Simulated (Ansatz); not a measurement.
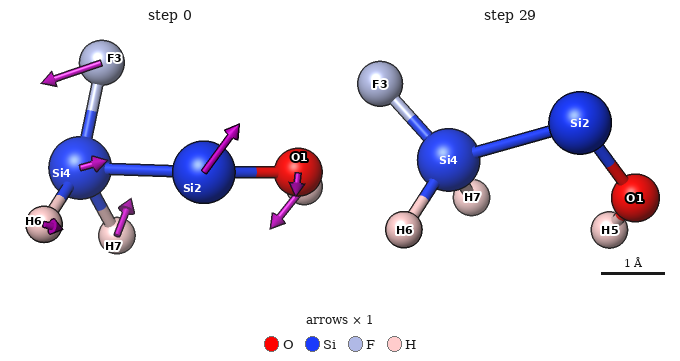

The structure of Si$_{2}$H$_{3}$OF before (left) and after (right) a relaxation, at one scale. The purple arrows give the displacements, at their true length.

Style: ball-and-stick. Shown face on.

It is one of the separated reactants of a reaction.

These are results of Ansatz, RKS PBE-D4/def2-SVP, not measurements. Settings: force threshold 0.03 eV/Å; at most 250 steps.

### Describe what moved and what it gained.

F3 moves most after the best rigid fit: 1.04 Å. By element the largest moves are F 1.04 Å, Si 1.00 Å, H 0.91 Å, O 0.41 Å. Among the contacts that change: Si2–Si4 2.249 → 2.464 Å, O1–Si2 1.622 → 1.695 Å, F3–Si4 1.710 → 1.650 Å, O1–H5 0.961 → 0.979 Å. Among the angles between lasting bonds that change: O1–Si2–Si4 129.0° → 92.5°, Si2–Si4–F3 82.7° → 117.3°, F3–Si4–H6 133.3° → 107.6°. Groups turn about Si2–Si4 by about 65°, O1–Si2 by about 25°. After 26 accepted moves (29 points after the start) the energy has fallen by 2.771 eV. The largest force component goes from 3.6 to 0.018 eV/Å. The line search rejected the trial steps at points 5, 24, 27 of the run. The forces were under the threshold at step 14, but the run went on from there. The run took 33 s on 2 threads of Arm Neoverse V2 (shared host).
